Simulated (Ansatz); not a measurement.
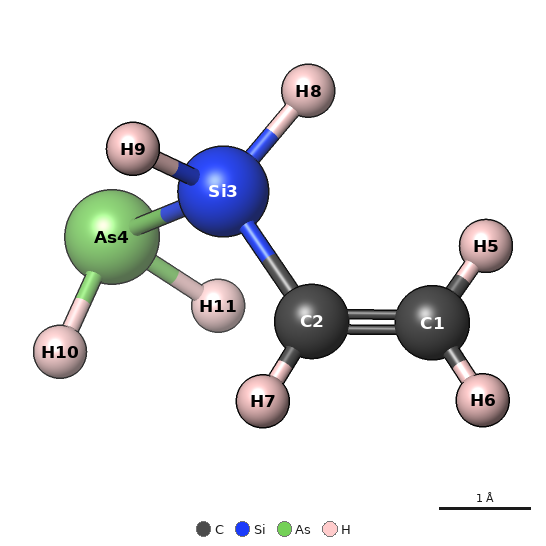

Orthographic view. Depth is shown by fading: the farther an atom, the more it takes the colour of the background. The geometry was computed by an optimisation with PBE0-D4/def2-TZVP. No frequency run is at hand to confirm it as a minimum.

Write a MOL file (V2000) with the atoms in numerical order, bonds sorted by atom number with the orders drawn, and coordinates in the frame of the picture: x right, y up, z towards the viewer, origin at the mean position.

```
C2H7AsSi
                    3D

 11 10  0  0  0  0  0  0  0  0999 V2000
    1.7300   -0.5300    0.8300 C   0  0  0  0  0  0  0  0  0  0  0  0
    0.4000   -0.5200    0.7900 C   0  0  0  0  0  0  0  0  0  0  0  0
   -0.5800    0.9100    0.1200 Si  0  0  0  0  0  4  0  0  0  0  0  0
   -1.8000    0.4100   -1.8400 As  0  0  0  0  0  3  0  0  0  0  0  0
    2.3200    0.3100    0.5000 H   0  0  0  0  0  0  0  0  0  0  0  0
    2.2900   -1.3900    1.2100 H   0  0  0  0  0  0  0  0  0  0  0  0
   -0.1400   -1.4000    1.1300 H   0  0  0  0  0  0  0  0  0  0  0  0
    0.3600    2.0300   -0.1900 H   0  0  0  0  0  0  0  0  0  0  0  0
   -1.5700    1.3800    1.1200 H   0  0  0  0  0  0  0  0  0  0  0  0
   -2.3800   -0.8500   -1.2200 H   0  0  0  0  0  0  0  0  0  0  0  0
   -0.6300   -0.3500   -2.4500 H   0  0  0  0  0  0  0  0  0  0  0  0
  1  2  2  0
  1  5  1  0
  1  6  1  0
  2  3  1  0
  2  7  1  0
  3  4  1  0
  3  8  1  0
  3  9  1  0
  4 10  1  0
  4 11  1  0
M  END
```
